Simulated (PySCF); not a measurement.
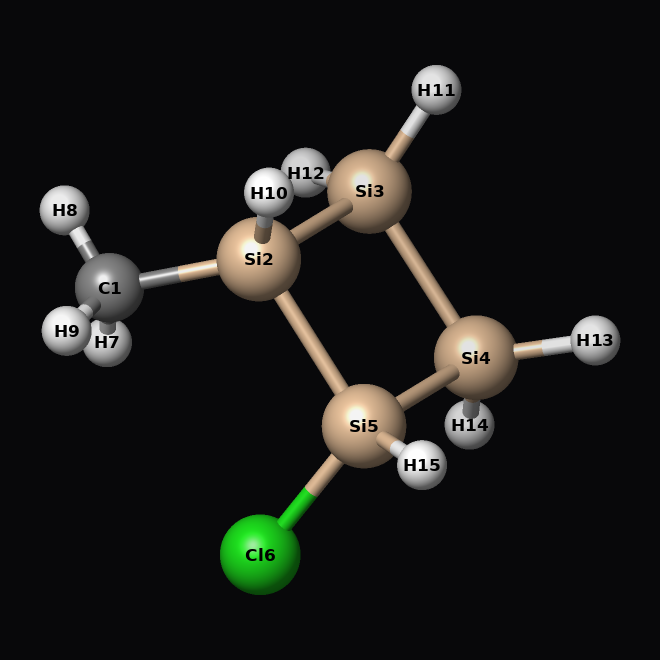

The geometry was computed by an optimisation with PBE0-D3(BJ)/def2-SVP. No frequency run is at hand to confirm it as a minimum. Level of theory: delta-SCF UKS SCAN, pcX-2 on the ionised atom, pcseg-1 elsewhere, spin-free X2C (PySCF 2.14.0).

Give the core-electron binding energies (to vacuum; p and d levels without spin–orbit splitting) of C1 1s, Si2 1s, Si2 2p, Si3 1s, Si3 2p, Si4 1s, Si4 2p, Si5 1s, Si5 2p, Cl6 1s, Cl6 2p.

| atom | level | binding energy (eV) |
| --- | --- | --- |
| C1 | 1s | 290.2 |
| Si2 | 1s | 1845.7 |
| Si2 | 2p | 106.2 |
| Si3 | 1s | 1845.7 |
| Si3 | 2p | 106.3 |
| Si4 | 1s | 1845.8 |
| Si4 | 2p | 106.3 |
| Si5 | 1s | 1846.6 |
| Si5 | 2p | 107.0 |
| Cl6 | 1s | 2828.0 |
| Cl6 | 2p | 206.0 |
